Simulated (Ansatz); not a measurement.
# HfSiH₂+ (doublet): trial inputs and their diagnosis

3 inputs are run for HfSiH₂+ (doublet) as typed; the log has to tell whether the result can be used and what must change.

The runs use Ansatz 0.2.0, Gaussian basis; the settings change from run to run.

17 further runs of the same task are left out: 6 that didn't finish, 11 set aside as unsound or not needed. Runs told in other sessions of the task aren't counted.

## Step 1: What is computed

The geometry is a PBE0/def2-TZVP stationary point (not a proven minimum) of the parent state, kept for this charge and spin. No spin-orbit coupling is included. Elements past krypton take def2 core potentials.

4 atoms, charge 1, spin multiplicity 2.

Atoms are counted from 1 here; the program's logs count them from 0.

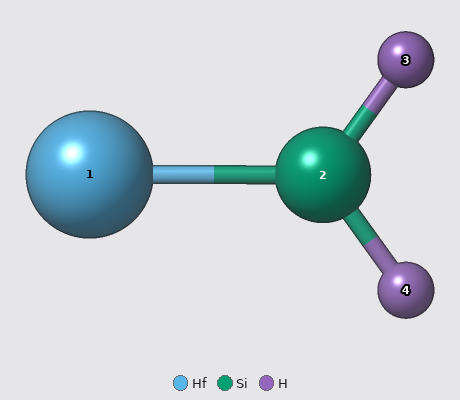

The structure; hafnium blue, silicon teal, hydrogen purple; atoms are numbered from 1 in the order of the file.

As a file:

```xyz
4

Hf    0.0000    0.0000    0.3629
Si    0.0000    0.0000   -2.0937
H     0.0000    1.2172   -2.9670
H     0.0000   -1.2172   -2.9670
```

## Step 2: Try 1

in.yaml

```yaml
crystal:
  periodic: [false, false, false]
  atoms:
    - {symbol: Hf, position_ang: [0.000000, 0.000000, -1.793656]}
    - {symbol: Si, position_ang: [0.000000, 0.000000, -2.093656]}
    - {symbol: H, position_ang: [0.000000, 1.217203, -2.966957]}
    - {symbol: H, position_ang: [0.000000, -1.217203, -2.966957]}
basis:
  gaussian: {orbitals: def2-SVP}
total_charge: 1
magnetization: {spin_polarized: false, initial_magnetization: 1}
correlation: {method: mp2, electrons: outside_noble_gas}
scf: {lower_state_search: full}
output: {forces: true}
```

Command:

```sh
ansatz run in.yaml --threads 1 --pin off --events-out ev --progress --plain --max-ram 2393MiB
```

Log (excerpt; [...] marks lines left out):

```text
Functional definition: HF
  name "HF"
  cite "Fock, Z. Phys. 61, 126 (1930) doi:10.1007/BF01340294"
  parent pbe
[...]
603 factors; integrals over basis functions are off by at most 8.8e-4 eV
[...]
a density is far from that of the atoms, so the factors are made again for it
690 factors; integrals over basis functions are off by at most 1.6e-4 eV
[...]
mean field -4183.46014938 eV, -153.7393248385 hartree, gradient 9.6e-6 eV, S^2 0.750000; 12 other end points of the search recorded, 0 dependent functions left out
[...]
9 core orbitals not correlated: weight in the atoms' cores, before any rotation towards them, 0.124 or more for the frozen orbitals, at most 0.004 for the correlated occupied ones
reference -4183.46014938 eV, -153.7393248385 hartree; 5, 4 occupied and 46, 47 virtual orbitals, 690 factors
second order -2.54239832 eV of doubles, -0.12306532 eV of singles
[...]
Total energy: -4186.12561301 eV, -153.8372788203 hartree
Atom 0 at     0.000000     0.000000    -1.793656 Å, force    -0.000000     0.000000 33060.562161 eV/Å
Atom 1 at     0.000000     0.000000    -2.093656 Å, force     0.000000    -0.000000 -33061.905041 eV/Å
Atom 2 at     0.000000     1.217203    -2.966957 Å, force    -0.000000     3.177354     0.671440 eV/Å
Atom 3 at     0.000000    -1.217203    -2.966957 Å, force    -0.000000    -3.177354     0.671440 eV/Å
Dipole moment:    -0.000000     0.000000     0.124114 e Å
```

Run time: 2.7 s. Hardware: 1 thread of Intel Xeon 6975P-C, shared host.

Diagnosis: The run converged, which proves nothing about the input. One atom lies on top of another. The shortest distance is 0.30 Å, against 1.50 Å in the geometry of step 1. Its energy belongs to another geometry. Fix: restore its position.

## Step 3: Try 2

in.yaml

```yaml
crystal:
  periodic: [false, false, false]
  atoms:
    - {symbol: Hf, position_ang: [0.000000, 0.000000, 0.362947]}
    - {symbol: Si, position_ang: [0.000000, 0.000000, -2.093656]}
    - {symbol: H, position_ang: [0.000000, 1.217203, -2.966957]}
    - {symbol: H, position_ang: [0.000000, -1.217203, -2.966957]}
basis:
  gaussian: {orbitals: def2-SVP}
total_charge: 1
magnetization: {spin_polarized: true, initial_magnetization: 1}
hamiltonian: {xc: {name: PBE}}
correlation: {method: ccsd, electrons: valence}
nroots: 3
output: {forces: true}
```

Launched as before.

Log:

```text
Error: YAML parse error: error: line 14 column 1: unknown field `nroots`, expected one of crystal, accuracy, basis, kpoints, hamiltonian, magnetization, projection, total_charge, correlation, batch, efield, external_charges, scf, relax, neb, saddle, md, ramp, phonons, dielectric, real_time, elastic, magnetic_configurations, gw, evaluate, workflow, output, checkpoint, execution
  --> <input>:14:1
   |
12 | hamiltonian: {xc: {name: PBE}}
13 | correlation: {method: ccsd, electrons: valence}
14 | nroots: 3
   | ^ unknown field `nroots`, expected one of crystal, accuracy, basis, kpoints, hamiltonian, magnetization, projection, total_charge, correlation, batch, efield, external_charges, scf, relax, neb, saddle, md, ramp, phonons, dielectric, real_time, elastic, magnetic_configurations, gw, evaluate, workflow, output, checkpoint, execution
15 | output: {forces: true}
   |
```

Wall time 0.03 s (1 thread of Intel Xeon 6975P-C, shared host).

**Diagnosis.** The run was refused. The input holds a key that the program doesn't read here. To mend it, remove it or spell it as the reference does.

## Step 4: Try 3

in.yaml

```yaml
crystal:
  periodic: [false, false, false]
  atoms:
    - {symbol: Hf, position_ang: [0.300000, 0.300000, -1.793656]}
    - {symbol: Si, position_ang: [0.000000, 0.000000, -2.093656]}
    - {symbol: H, position_ang: [0.000000, 1.217203, -2.966957]}
    - {symbol: H, position_ang: [0.000000, -1.217203, -2.966957]}
basis:
  gaussian: {orbitals: def2-SVP}
total_charge: 1
magnetization: {spin_polarized: true, initial_magnetization: 1}
hamiltonian: {xc: hf}
scf: {lower_state_search: off}
output: {orbitals: {seedname: orbitals}}
```

The command is unchanged.

Log (excerpt; [...] marks lines left out):

```text
Functional definition: HF
  name "HF"
  cite "Fock, Z. Phys. 61, 126 (1930) doi:10.1007/BF01340294"
  parent pbe
[...]
600 factors; integrals over basis functions are off by at most 6.2e-4 eV
[...]
a density is far from that of the atoms, so the factors are made again for it
687 factors; integrals over basis functions are off by at most 1.3e-4 eV
[...]
mean field -7773.78259586 eV, -285.6812411388 hartree, gradient 2.8e-6 eV, S^2 0.772445; 0 other end points of the search recorded, 0 dependent functions left out
reference -7773.78259586 eV, -285.6812411388 hartree; 14, 13 occupied and 46, 47 virtual orbitals, 687 factors
Total energy: -7773.78259586 eV, -285.6812411388 hartree
Checks for a lower state left out: stability, starts, cluster_reference, orbital_swaps, neighbouring_geometries, increment
```

It took 0.57 s on 1 thread of Intel Xeon 6975P-C, shared host.

What is wrong: The run converged, which proves nothing about the input. One atom lies on top of another. The shortest distance is 0.52 Å, against 1.50 Å in the geometry of step 1. Its energy belongs to another geometry. Cure: restore its position.

## Step 5: Summary

```
try                 level      ended                                                     cause    time
  1  MP2 on ROHF/def2-SVP  converged                           one atom lies on top of another   2.7 s
  2         CCSD/def2-SVP    refused  the input holds a key that the program doesn't read here  0.03 s
  3     HF (UHF)/def2-SVP  converged                           one atom lies on top of another  0.57 s
```

2 converged, 1 refused. The input that converges on a wrong geometry or spin is the dangerous one: no error points at it, so geometry and ⟨S²⟩ have to be checked.
